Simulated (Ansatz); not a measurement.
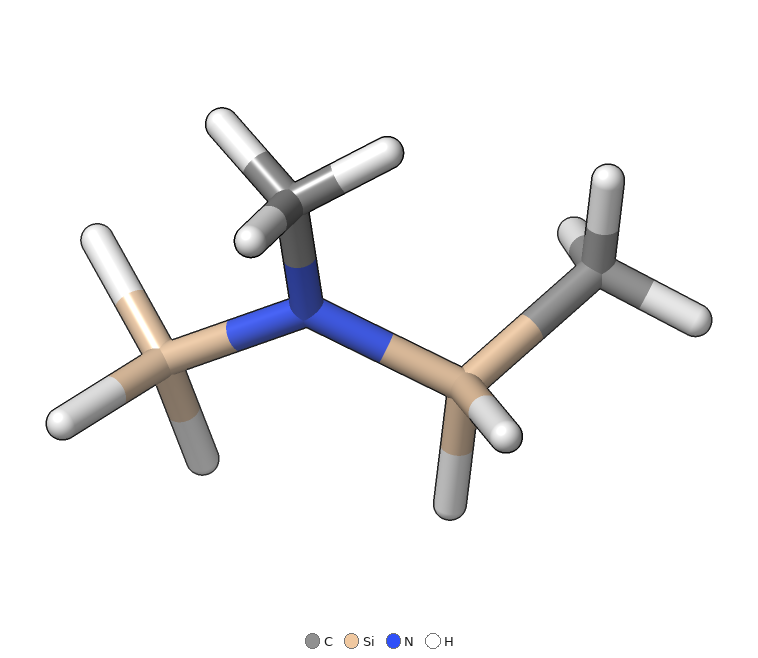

Computed geometry: PBE0-D4/def2-TZVP optimisation.

Give the structural formula.

SMILES: C[SiH2]N(C)[SiH3]

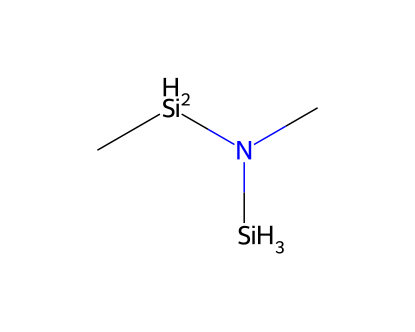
